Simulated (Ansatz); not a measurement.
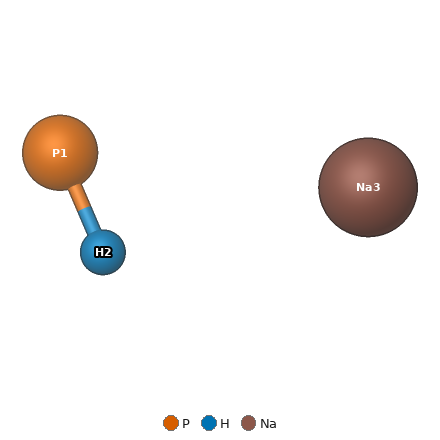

The system is P + HNa, spin multiplicity 4; the picture shows the reference structure. First axis: distance P1–H2. Second axis: distance H2–Na3. Nothing is relaxed (the angle P1–H2–Na3 is fixed at 100 degrees). Grid: 17 × 17 points. Energies are in kJ/mol, from P far from the relaxed HNa (each part in its own basis). In part of the range the unrestricted reference is strongly spin-contaminated. All numbers below come from UKS PBE0-D4/def2-SVPD in Ansatz 0.2.0.

Its coordinates:

```xyz
3

P    -1.4340    0.0000    0.0000
H     0.0000    0.0000    0.0000
Na    0.6210    3.5217    0.0000
```

Range: distance P1–H2 from 1.104 to 3.104 Å; distance H2–Na3 from 1.576 to 3.576 Å.

Q: What landscape does the calculation give?

A: The lowest grid point is at distance P1–H2 = 1.434 Å, distance H2–Na3 = 3.576 Å, −140 kJ/mol from P far from the relaxed HNa (each part in its own basis). It lies in a valley that leaves the map towards separated partners. The highest grid point, distance P1–H2 = 1.104 Å, distance H2–Na3 = 1.576 Å, lies 440 kJ/mol above the lowest.

```
distance H2–Na3 ↓, distance P1–H2 →  1.104  1.238  1.434  1.663  1.916  2.190  2.480  2.785  3.104
                              3.576     55    −85   −140   −106    −33     40     88    113    126
                              3.257     58    −83   −138   −106    −36     30     72     94    106
                              2.952     65    −77   −135   −105    −41     16     50     68     77
                              2.662     77    −66   −126   −101    −46     −1     24     37     44
                              2.388     93    −52   −114    −93    −47    −16     −2      6     13
                              2.135    118    −30    −98    −84    −51    −29    −19    −13     −6
                              1.906    161      6    −69    −66    −46    −35    −29    −23    −17
                              1.710    226     63    −23    −32    −25    −22    −19    −14     −8
                              1.576    300    127     30     10      7      4      5     10     16
```

The table holds every second grid line.

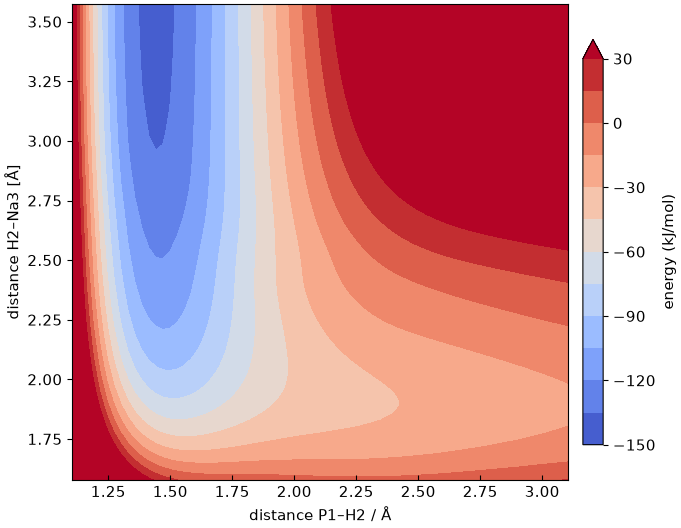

Drawn: filled contours, one colour for all values above the top of the scale. Between grid points the surface is interpolated.

The whole map (289 points run) took 15 min on 1 thread of Arm Neoverse V1 (shared host).
